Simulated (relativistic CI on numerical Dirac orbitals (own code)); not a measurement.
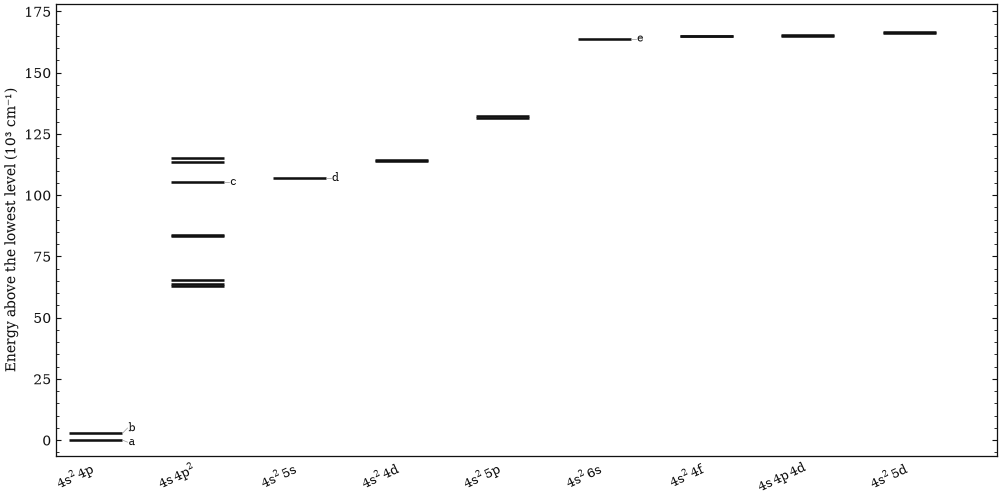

The lowest levels of As²⁺, with 5 of them lettered. a: 4s² 4p ²P°₁/₂ at 0; b: 4s² 4p ²P°₃/₂ at 2,790 cm⁻¹; c: 4s 4p² ²S₁/₂ at 105,300 cm⁻¹; d: 4s² 5s ²S₁/₂ at 107,100 cm⁻¹; e: 4s² 6s ²S₁/₂ at 163,900 cm⁻¹.

Relativistic CI calculation for As²⁺

As²⁺. Computed at this level: Dirac-Coulomb-Breit CI, KLI orbitals optimised for each configuration, model QED (radiative potential, 1s self-energy scaled to tabulated hydrogen-like ionisation energies), valence Slater integrals scaled by 0.85, P86 correlation estimate, and configurations built on the next ion tied to the tabulated ionisation energy (semi-empirical) (relativistic CI on numerical Dirac orbitals, in-house).

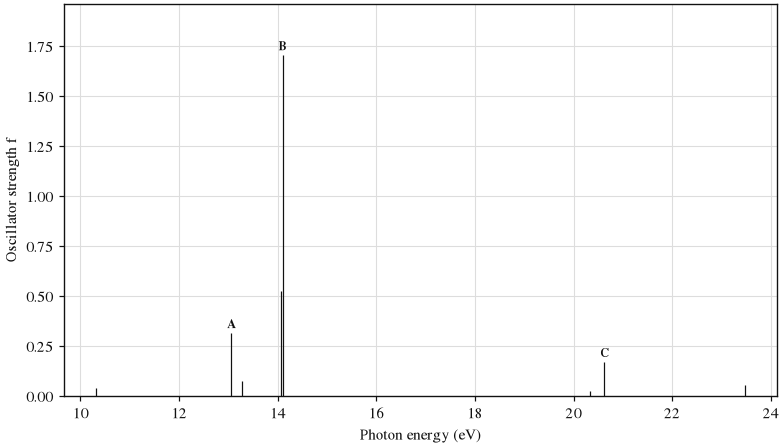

Absorption lines from the lowest level (oscillator strengths f) for As III (As²⁺). A: 4s 4p² ²S₁/₂ ← 4s² 4p ²P°₁/₂, 13.06 eV, f = 0.32; B: 4s² 4d ²D₃/₂ ← 4s² 4p ²P°₁/₂, 14.11 eV, f = 1.7; C: 4s² 5d ²D₃/₂ ← 4s² 4p ²P°₁/₂, 20.63 eV, f = 0.17. The strongest, B, lies in the extreme ultraviolet region.

These pictures come from the run below.

**Input file**
```
atom As  Z=33  charge=2  electrons=31
nucleus A=75  rms_radius_fm=4.0968
hamiltonian dirac-coulomb  breit=on  qed=on  c_scale=1
orbitals kli  potential=per-configuration
slater_scale 0.85
correlation anchor
mixing on
configurations
  [Ar] 3d10 4s2 4p
  [Ar] 3d10 4s2 4d
  [Ar] 3d10 4s2 5s
  [Ar] 3d10 4s2 5p
  [Ar] 3d10 4s2 5d
  [Ar] 3d10 4s2 6s
  [Ar] 3d10 4s2 4f
  [Ar] 3d10 4s2 5f
  [Ar] 3d10 4s 4p2
  [Ar] 3d10 4p3
  [Ar] 3d10 4s 4p 4d
  [Ar] 3d10 4s 4p 4f
  [Ar] 3d10 4s2 6p
  [Ar] 3d10 4p 4d2
  [Ar] 3d10 4s2 6d
  [Ar] 3d10 4s2 5g
  [Ar] 3d10 4s 4p 5s
  [Ar] 3d10 4s2 6f
  [Ar] 3d10 4s 4p 5p
  [Ar] 3d10 4p2 4d
  [Ar] 3d10 4s 4d2
  [Ar] 3d10 4s 4p 6s
  [Ar] 3d10 4p 4f2
  [Ar] 3d10 4s 4p 5d
end
```

Launched within a batch (the task file carries these settings):
```bash
python <driver script> task.json out
```

The program writes its results to a structured record and prints no log; tables and figures of this report are taken from that record.

**The lowest 30 levels**

| Configuration | Level | E (cm⁻¹) | LS purity (%) | Landé g | Lifetime (s; – stable or not computed) |
| --- | --- | --- | --- | --- | --- |
| 4s² 4p | ²P°₁/₂ | 0 | 97 | 0.666 | – |
| 4s² 4p | ²P°₃/₂ | 2,790 | 97 | 1.334 | 5.1×10⁰ |
| 4s 4p² | ⁴P₁/₂ | 62,760 | 99 | 2.668 | 6.6×10⁻⁷ |
| 4s 4p² | ⁴P₃/₂ | 63,860 | 99 | 1.734 | 4.9×10⁻⁶ |
| 4s 4p² | ⁴P₅/₂ | 65,470 | 99 | 1.599 | 1.8×10⁻⁶ |
| 4s 4p² | ²D₃/₂ | 83,220 | 77 | 0.801 | 1.1×10⁻⁸ |
| 4s 4p² | ²D₅/₂ | 83,540 | 77 | 1.202 | 1.4×10⁻⁸ |
| 4s 4p² | ²S₁/₂ | 105,300 | 89 | 1.956 | 2.5×10⁻¹⁰ |
| 4s² 5s | ²S₁/₂ | 107,100 | 94 | 2.002 | 5.3×10⁻¹⁰ |
| 4s 4p² | ²P₁/₂ | 113,400 | 93 | 0.714 | 1.2×10⁻¹⁰ |
| 4s² 4d | ²D₃/₂ | 113,800 | 64 | 0.889 | 1.4×10⁻¹⁰ |
| 4s² 4d | ²D₅/₂ | 114,300 | 76 | 1.200 | 1.5×10⁻¹⁰ |
| 4s 4p² | ²P₃/₂ | 115,300 | 80 | 1.244 | 1.2×10⁻¹⁰ |
| 4s² 5p | ²P°₁/₂ | 131,700 | 99 | 0.666 | 2.4×10⁻⁹ |
| 4s² 5p | ²P°₃/₂ | 132,400 | 99 | 1.334 | 2.3×10⁻⁹ |
| 4s² 6s | ²S₁/₂ | 163,900 | 100 | 2.002 | 5.0×10⁻¹⁰ |
| 4s² 4f | ²F°₅/₂ | 164,900 | 95 | 0.865 | 6.4×10⁻¹⁰ |
| 4s² 4f | ²F°₇/₂ | 164,900 | 97 | 1.143 | 6.2×10⁻¹⁰ |
| 4s 4p 4d | J = 3/2 (odd, mixed) | 164,900 | 51 | 0.804 | 7.9×10⁻⁹ |
| 4s 4p 4d | J = 5/2 (odd, mixed) | 165,400 | 49 | 1.192 | 5.9×10⁻⁹ |
| 4s² 5d | ²D₃/₂ | 166,400 | 99 | 0.800 | 4.2×10⁻¹⁰ |
| 4s² 5d | ²D₅/₂ | 166,400 | 99 | 1.200 | 4.3×10⁻¹⁰ |
| 4p³ | ⁴S°₃/₂ | 173,500 | 93 | 1.960 | 1.3×10⁻¹⁰ |
| 4s² 6p | ²P°₁/₂ | 173,500 | 96 | 0.667 | 3.5×10⁻⁹ |
| 4s² 6p | ²P°₃/₂ | 173,800 | 92 | 1.365 | 1.5×10⁻⁹ |
| 4s 4p 4d | ⁴F°₃/₂ | 174,700 | 99 | 0.402 | 3.2×10⁻⁸ |
| 4s 4p 4d | ⁴F°₅/₂ | 175,300 | 98 | 1.031 | 1.9×10⁻⁸ |
| 4s 4p 4d | ⁴F°₇/₂ | 176,200 | 98 | 1.240 | 1.7×10⁻⁸ |
| 4s 4p 4d | ⁴F°₉/₂ | 177,400 | 99 | 1.334 | 1.4×10⁰ |
| 4s 4p 5s | ⁴P°₁/₂ | 179,800 | 98 | 2.657 | 3.1×10⁻¹⁰ |

**Results in brief**

- outcome: converged
- lowest level: 4s² 4p ²P°₁/₂
- first excited level: 4s² 4p ²P°₃/₂, 2,790 cm⁻¹
- levels computed: 295
- SCF iterations: 234
- hardware: 1 CPU thread, shared host
- wall time: 2.9 s

**Notes**

To bear in mind: configurations built on the next ion are tied to the tabulated ionisation energy, low ones can still be off by several thousand cm⁻¹ and the others by 10000 or more; rates and lifetimes follow the computed energies and can be off by orders of magnitude; one shift a configuration: terms inside it, and wavelengths, can be off by thousands of cm⁻¹; the fine structure of a weakly bound d or f electron outside closed shells is too small or inverted; only a limited list of configurations is included, so lower levels can be missing; only lines among the lowest 76 of 295 levels are drawn.
